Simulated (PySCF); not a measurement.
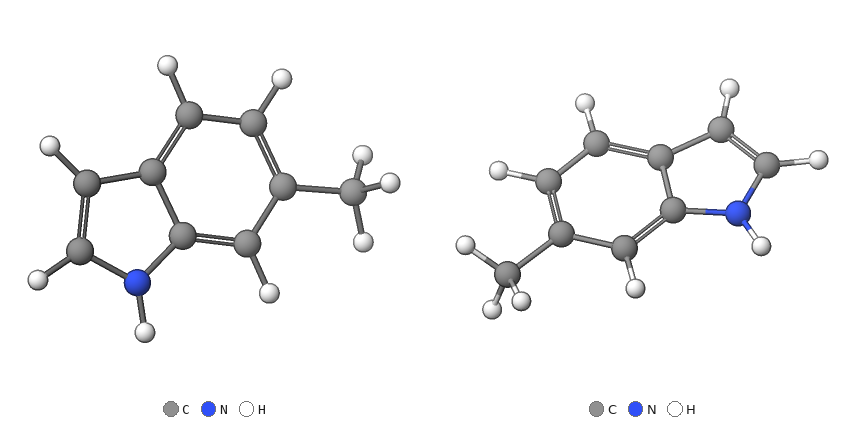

Two views of one molecule.

Computed geometry: PBE0-D3(BJ)/def2-SVP optimisation. No frequency run is at hand to confirm it as a minimum.

> Give the formula.

C₉H₉N, 19 atoms: 9 carbon, 9 hydrogen and 1 nitrogen.

> Describe its rings.

Independent rings (smallest set): 1 of 5 members, 1 of 6 members, 2 of them aromatic.

> What is its SMILES?

Cc1ccc2cc[nH]c2c1

> Which point group does it belong to?

C1.

More results for the same structure follow; atom numbers are the same in all pictures, views and colours differ.

## Shape

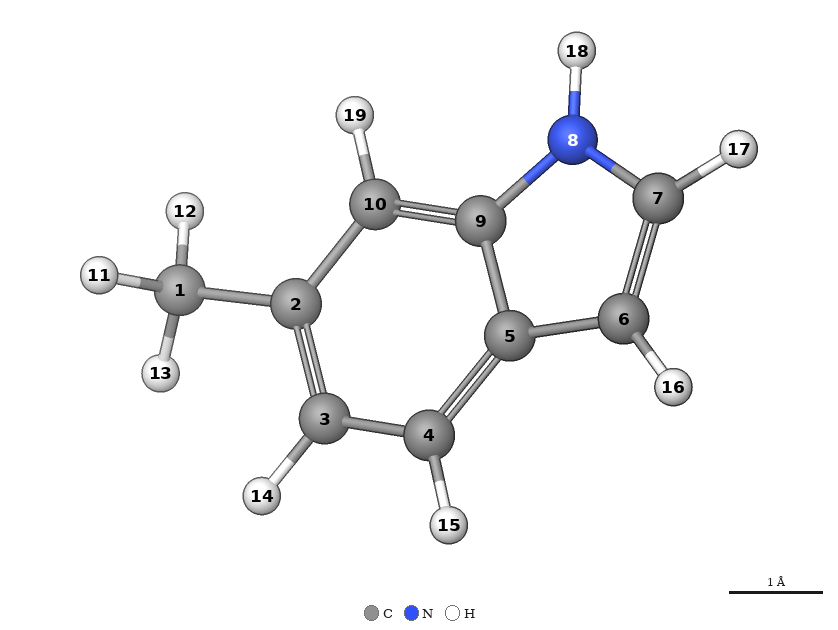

Atoms carry their numbers in the input. No frequency run is at hand to confirm it as a minimum.

Estimate the angles C1–C2–C3, C2–C1–H13, C2–C3–C4, C2–C10–C9, C3–C2–C10, C3–C4–H15, C4–C5–C6, C5–C4–H15, C5–C6–H16, C5–C9–C10, C6–C7–H17, C7–N8–H18.

| angle | degrees |
| --- | --- |
| C1–C2–C3 | 119.9 |
| C2–C1–H13 | 111.4 |
| C2–C3–C4 | 122.2 |
| C2–C10–C9 | 118.6 |
| C3–C2–C10 | 119.4 |
| C3–C4–H15 | 120.4 |
| C4–C5–C6 | 134.8 |
| C5–C4–H15 | 120.4 |
| C5–C6–H16 | 127.2 |
| C5–C9–C10 | 122.3 |
| C6–C7–H17 | 129.8 |
| C7–N8–H18 | 125.3 |

## Electronic properties

No frequency run is at hand to confirm it as a minimum. Method: PBE0/pcSseg-1 in dimethylsulfoxide (IEF-PCM) (PySCF 2.14.0).

Computed properties:

- dipole moment: 2.96 D
- HOMO energy (Kohn–Sham orbital): −5.98 eV
- LUMO energy (Kohn–Sham orbital): −0.42 eV
- HOMO–LUMO gap: 5.56 eV

## NMR shielding

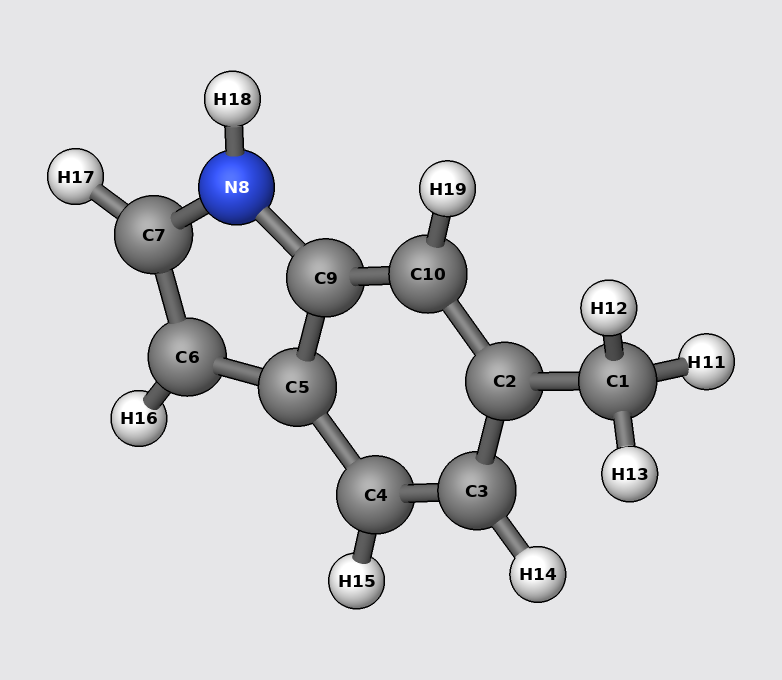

No frequency run is at hand to confirm it as a minimum. Method: GIAO PBE0/pcSseg-1 NMR shielding, non-relativistic, IEF-PCM chloroform (PySCF 2.14.0). Principal shieldings σ11 ≤ σ22 ≤ σ33, span Ω = σ33 − σ11, skew κ = 3(σiso − σ22)/Ω.

Give the shielding tensors of the C atoms.

```
atom    σ11    σ22    σ33   σiso      Ω      κ
  C1  139.7  155.6  188.5  161.3   48.8   0.35
  C2  −53.5   22.5  174.0   47.7  227.5   0.33
  C3  −43.3   55.7  162.7   58.3  206.0   0.04
  C4  −38.4   44.5  170.8   59.0  209.2   0.21
  C5  −14.5   10.8  169.4   55.3  183.9   0.72
  C6    1.7   76.7  157.1   78.5  155.4   0.03
  C7  −29.4   59.0  138.2   55.9  167.6  −0.05
  C9  −32.0   23.3  146.1   45.8  178.1   0.38
 C10  −13.8   63.2  159.2   69.5  172.9   0.11
```

Shieldings and span in ppm.

## Ring current

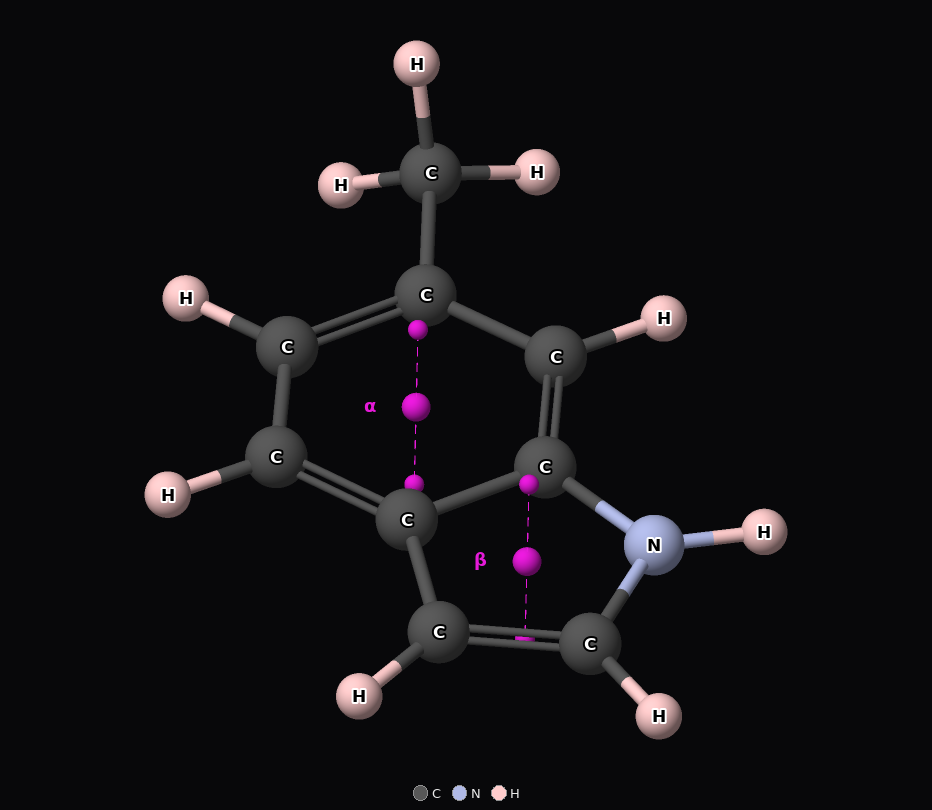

The small points mark where nucleus-independent chemical shifts (NICS) were computed: at the centre of each lettered ring and 1 Å above and below it. No frequency run is at hand to confirm it as a minimum. Level of theory: GIAO PBE0/pcSseg-1 NMR shielding, non-relativistic, IEF-PCM dimethylsulfoxide (PySCF 2.14.0).

Give NICS(0), NICS(1) and the out-of-plane component NICS(1)zz for each ring (means of the two sides).

```csv
ring,members,NICS(0),NICS(1),NICS(1)zz
α,C6,−9.8,−11.7,−28.6
β,C4N,−13.1,−11.7,−29.8
```

Values in ppm.

> What do the values say about the ring currents?

Ring α: diatropic, as in an aromatic ring. Ring β: diatropic, as in an aromatic ring. NICS is one index among several.

## Quadrupole coupling

No frequency run is at hand to confirm it as a minimum. Electric field gradients from the ground-state density, PBE0/pcSseg-1 in chloroform (IEF-PCM) (PySCF 2.14.0), non-relativistic apart from any core potentials.

Give the largest field-gradient component, the quadrupole coupling constant and the asymmetry for 14N at N8 (Q = 20.44 mb), 2H at H11 (Q = 2.86 mb), 2H at H12 (Q = 2.86 mb), 2H at H13 (Q = 2.86 mb), 2H at H14 (Q = 2.86 mb).

```
atom  V_zz (a.u.)  e²qQ/h (MHz)     η
  N8       −0.750         −3.60  0.06
 H11        0.288         0.193  0.02
 H12        0.292         0.196  0.04
 H13        0.291         0.196  0.03
 H14        0.303         0.203  0.09
```
